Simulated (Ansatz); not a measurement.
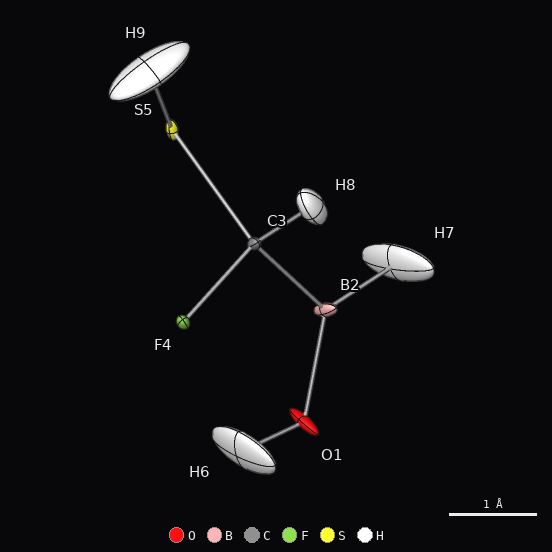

Displacement ellipsoids at the 50 % level, from the internal vibrations of the free molecule (harmonic, no overall translation or rotation; no half-axis is drawn under 0.075 Å). Vibrations computed with RKS PBE0-D4/def2-TZVP (Ansatz 0.2.0). Temperature: 400 K.

List U_eq and the three principal root-mean-square amplitudes for each kind of atom.

```
atom  U_eq (Å²)   rms amplitudes (Å)
  O1     0.0123  0.031, 0.073, 0.175
  B2     0.0079  0.044, 0.059, 0.135
  C3     0.0045  0.039, 0.050, 0.098
  F4     0.0043  0.035, 0.058, 0.091
  S5     0.0034  0.026, 0.029, 0.092
  H6     0.0547  0.079, 0.179, 0.354
  H7     0.0645  0.088, 0.158, 0.401
  H8     0.0185  0.094, 0.122, 0.178
  H9     0.0582  0.100, 0.185, 0.361
```
